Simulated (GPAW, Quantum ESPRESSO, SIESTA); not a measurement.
# Birch–Murnaghan line for zincblende GaSb, GPAW plane waves, PBE

Calculated with GPAW 26.7.0: PBE; plane waves, PAW, 650 eV; k-mesh 6×6×6. The volume is changed in steps from typed lattice constants. V0 = 30.038 Å³ an atom is where a Birch–Murnaghan fit to this level's pressures, the withheld one apart, crosses zero; rows within 2.5 % of V0 are left out, since F is ill-conditioned there. The typed cell is scaled evenly, with no relaxation, and each row is a single point.

| volume (Å³/atom) | pressure (GPa) |
| --- | --- |
| 27.674 | 4.4 |
| 28.275 | 3.033 |
| 28.877 | ? |
| 31.284 | -1.681 |
| 31.885 | -2.36 |
| 32.487 | -2.962 |

Task: Fit the third-order Birch–Murnaghan equation to the rows given and interpolate to the withheld row.

**Working.**

Take the Eulerian strain f = ½[(V0/V)^(2/3) − 1] and the normalised pressure F = P / [3f(1 + 2f)^(5/2)]. The third-order Birch–Murnaghan equation is then the line F = B0 + (3/2)B0(B′ − 4) f, so u = f and v = F.

```
     u = f  v = F (GPa)
 0.0280837      45.5561
 0.0205738      44.4280
-0.0133659      44.8606
-0.0195004      44.5595
-0.0254548      44.2003
```

With n = 5: mean u = -0.00193274, mean v = 44.7209, Σ(u − ū)² = 0.0024002, Σ(u − ū)(v − v̄) = 0.031959. Slope b = 0.031959 / 0.0024002 = 13.315; intercept a = v̄ − b ū = 44.747.

So B0 = 44.75 GPa and B′ = 4 + 2b/(3a) = 4.20. At the withheld volume f = 0.01331, F = 44.92 GPa, and P = 3f(1 + 2f)^(5/2) F.

Prediction at 28.877: 1.916 GPa. The run gave 1.881 GPa, so the fit is high by 0.035 GPa (1.9 % of the value).

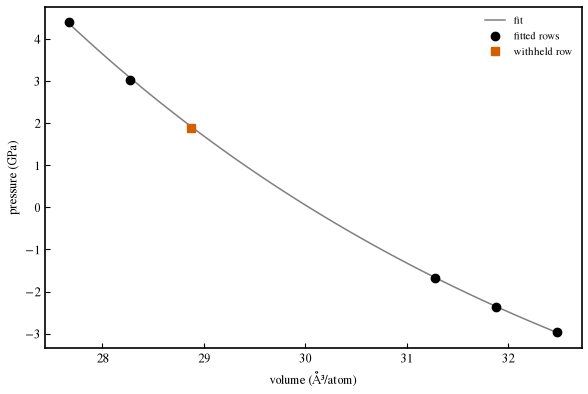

The fit, the rows that it rests on and the withheld row.

A fit to this level's energies over the whole scan gives V0 = 30.048 Å³, B0 = 44.70 GPa and B′ = 3.93. Among the rows given, the largest miss of the fit is at 27.674, by 0.042 GPa (0.57 % of the range of the table).

Limits: The nuclei are static. The DFT runs use Fermi–Dirac occupations of width 0.01 eV, and energies are free energies. The pressures scatter by 0.03 GPa r.m.s. about a smooth curve, which shows enlarged in F and loosens B′.

[Logs are printed without paths, hosts, clocks, repeated set-up lines and the standing remarks that a program may print on its own settings, such as how far it seeks lower states.]

[Hosts, paths, dates, database ids (printed as entryN), source tags and the programs' standing remarks are cut or masked in the printed files.]
